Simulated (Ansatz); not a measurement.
# CH7GaSi (SMILES [CH3][GaH][SiH3]): wB97M-V/6-31G(d) (spherical functions)

Aim: the vertical singlet–triplet gap of CH7GaSi at wB97M-V/6-31G* (spherical functions), from 2 runs. 

The results are computed with Ansatz 0.2.0.

71 further runs of the same task are left out: 71 set aside as unsound or not needed.

## Step 1: The system as given

CH7GaSi: 10 atoms, total charge 0, spin state singlet. SMILES: `[CH3][GaH][SiH3]`. The shape is that of a PBE0-D4/def2-TZVP optimisation.

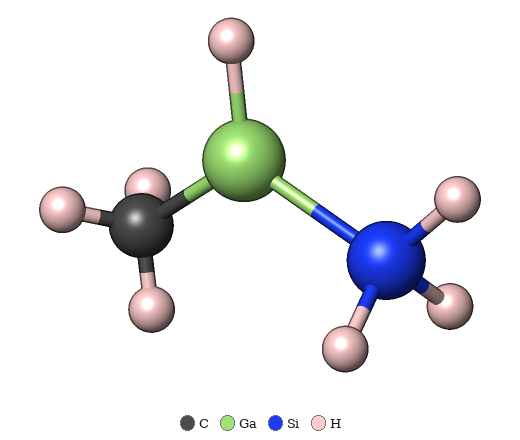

The structure, seen from a chosen angle (carbon dark grey, gallium green, silicon blue, hydrogen pink).

## Step 2: The energy at wB97M-V/6-31G(d) (spherical functions)

in.yaml

```yaml
crystal:
  periodic: [false, false, false]
  atoms:
    - {symbol: C, position_ang: [-1.123300, 1.394100, -0.619200]}
    - {symbol: Ga, position_ang: [0.561500, 0.659300, 0.093300]}
    - {symbol: Si, position_ang: [0.786700, -1.705300, 0.550700]}
    - {symbol: H, position_ang: [-1.924300, 0.656600, -0.670400]}
    - {symbol: H, position_ang: [-0.947000, 1.785400, -1.626000]}
    - {symbol: H, position_ang: [-1.454200, 2.236500, -0.005700]}
    - {symbol: H, position_ang: [1.759600, 1.654600, 0.346000]}
    - {symbol: H, position_ang: [0.531000, -2.496200, -0.688800]}
    - {symbol: H, position_ang: [2.125000, -2.100900, 1.069700]}
    - {symbol: H, position_ang: [-0.231700, -2.135100, 1.553300]}
basis:
  gaussian:
    orbitals: 6-31G_st_-spherical.json
hamiltonian:
  xc: {name: wB97M-V}
accuracy: high
output: {orbitals: {seedname: orbitals}}
```

The basis set 6-31G* is read from a file made from the Basis Set Exchange's data (not shown).

The run is started by

```console
$ ansatz run in.yaml --threads 1 --pin off --max-ram 3480MiB --events-out events.jsonl --progress --plain --runs-dir runs
```

What it wrote:

```text
Warning: RAYON_NUM_THREADS=1 ignored (pool sized by the plan → 1); use --threads N
Functional definition: wB97M-V
  name "wB97M-V"
  parameter omega = 0.3/bohr
  parameter cx = 0.15
  parameter cx01 = 1.007
  parameter cx10 = 0.259
  parameter css00 = 0.443
  parameter css04 = -1.437
  parameter css10 = -4.535
  parameter css20 = -3.390
  parameter css43 = 4.278
  parameter cos00 = 1.000
  parameter cos10 = 1.358
  parameter cos20 = 2.924
  parameter cos21 = -8.812
  parameter cos60 = -1.390
  parameter cos61 = 9.142
  parameter b = 6.0
  parameter c = 0.01
  gx(w, u) = 1 - cx + cx01*u + cx10*w
  gss(w, u) = css00 + css04*u^4 + css10*w + css20*w^2 + css43*w^4*u^3
  gos(w, u) = cos00 + cos10*w + (cos20 + cos21*u)*w^2 + (cos60 + cos61*u)*w^6
  exchange = spin_sum(e_x_unif_sr(omega)*gx(b97_w, b97_u_x)) + cx*exact_x_sr(omega) + exact_x_lr(omega)
  correlation = spin_sum(e_c_pw_mod_same_spin*gss(b97_w, b97_u_same))
      + integral(e_c_pw_mod_opposite_spin*gos(b97_w_opposite, b97_u_opposite)) + vv10(b, c)
1761 factors; integrals over basis functions are off by at most 7.4e-9 eV
404 factors; integrals over basis functions are off by at most 2.0e-9 eV
mean field evaluation 1: about -61391.0828 eV, gradient 3.3e1 eV
mean field evaluation 2: about -61391.9666 eV, gradient 2.9e1 eV
mean field evaluation 4: about -61393.5690 eV, gradient 1.3e0 eV
mean field evaluation 8: about -61393.6702 eV, gradient 1.4e-2 eV
mean field evaluation 16: about -61393.6702 eV, gradient 9.4e-6 eV
mean field -61393.67015856 eV, -2256.1757642027 hartree, gradient 2.8e-8 eV, S^2 0.000000; 0 other end points of the search recorded, 0 dependent functions left out
reference -61393.67016492 eV, -2256.1757644365 hartree; 29, 29 occupied and 49, 49 virtual orbitals, 1761 factors
Total energy: -61393.67016492 eV, -2256.1757644365 hartree
```

It took 1.8 min on 1 thread of Arm Neoverse V1, shared host; peak memory 0.6 GiB.

## Step 3: The triplet at the same level

input.yaml

```yaml
crystal:
  periodic: [false, false, false]
  atoms:
    - symbol: C
      position_ang: [-1.123300, 1.394100, -0.619200]
    - symbol: Ga
      position_ang: [0.561500, 0.659300, 0.093300]
    - symbol: Si
      position_ang: [0.786700, -1.705300, 0.550700]
    - symbol: H
      position_ang: [-1.924300, 0.656600, -0.670400]
    - symbol: H
      position_ang: [-0.947000, 1.785400, -1.626000]
    - symbol: H
      position_ang: [-1.454200, 2.236500, -0.005700]
    - symbol: H
      position_ang: [1.759600, 1.654600, 0.346000]
    - symbol: H
      position_ang: [0.531000, -2.496200, -0.688800]
    - symbol: H
      position_ang: [2.125000, -2.100900, 1.069700]
    - symbol: H
      position_ang: [-0.231700, -2.135100, 1.553300]
basis:
  gaussian: {orbitals: 6-31G_st_-spherical.json}
total_charge: 0
magnetization: {spin_polarized: true, initial_magnetization: 2}
hamiltonian: {xc: {name: wB97M-V}}
accuracy: high
output: {orbitals: {seedname: orbitals}}
```

The basis set 6-31G* is read from a file made from the Basis Set Exchange's data (not shown).

The run is started by

```console
$ ansatz run input.yaml --threads 1 --pin off --max-ram 3480MiB --events-out events.jsonl --progress --plain --runs-dir runs
```

What it wrote, shortened:

```text
Warning: RAYON_NUM_THREADS=1 ignored (pool sized by the plan → 1); use --threads N
[... 2 set-up lines as earlier in the session ...]
[...]
  gx(w, u) = 1 - cx + cx01*u + cx10*w
  gss(w, u) = css00 + css04*u^4 + css10*w + css20*w^2 + css43*w^4*u^3
  gos(w, u) = cos00 + cos10*w + (cos20 + cos21*u)*w^2 + (cos60 + cos61*u)*w^6
[...]
      + integral(e_c_pw_mod_opposite_spin*gos(b97_w_opposite, b97_u_opposite)) + vv10(b, c)
1761 factors; integrals over basis functions are off by at most 7.4e-9 eV
404 factors; integrals over basis functions are off by at most 2.0e-9 eV
[...]
mean field -61389.69775250 eV, -2256.0297809727 hartree, gradient 4.7e-8 eV, S^2 2.002256; 2 other end points of the search recorded, 0 dependent functions left out
reference -61389.69775849 eV, -2256.0297811929 hartree; 30, 28 occupied and 48, 50 virtual orbitals, 1761 factors
Total energy: -61389.69775849 eV, -2256.0297811929 hartree
```

It took 3.5 min on 1 thread of Arm Neoverse V1, shared host; peak memory 1.2 GiB.

## Step 4: Outcome

At wB97M-V/6-31G* (spherical functions):

| quantity | value |
| --- | --- |
| singlet: total energy | -2256.17576 Eh |
| singlet: HOMO energy | -9.25 eV |
| singlet: LUMO energy | 0.00 eV |
| singlet: HOMO–LUMO gap | 9.26 eV |
| triplet: total energy | -2256.02978 Eh |
| triplet: HOMO energy (highest over α and β) | -5.38 eV |
| triplet: LUMO energy (lowest over α and β) | -3.85 eV |
| triplet: ⟨S²⟩ | 2.002 |
| vertical energy of the triplet above the singlet | 3.972 eV |

At this shape the triplet lies 3.97 eV (383 kJ/mol) above the singlet.
